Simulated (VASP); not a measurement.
Band structure of NiSi$_{2}$ (fluorite). Level of theory: LDA (Ceperley-Alder, Perdew-Zunger), VASP's LDA PAW potentials (set 64) (plane waves; VASP).

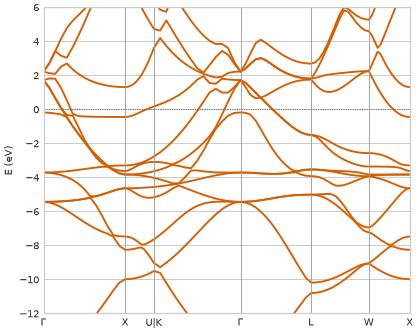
Figure. Bands along high-symmetry lines, zero at the valence-band maximum or, without a gap, the Fermi level

Problem. Read the plot: is there a gap, and where are the band edges?

Solution. It has no gap at this level: it comes out as a metal or semimetal. (Edges off the drawn lines would not show.)

The compound is NiSi2 in the fluorite structure. It was relaxed first. The run is not spin-polarised, so no magnetic state was tried.
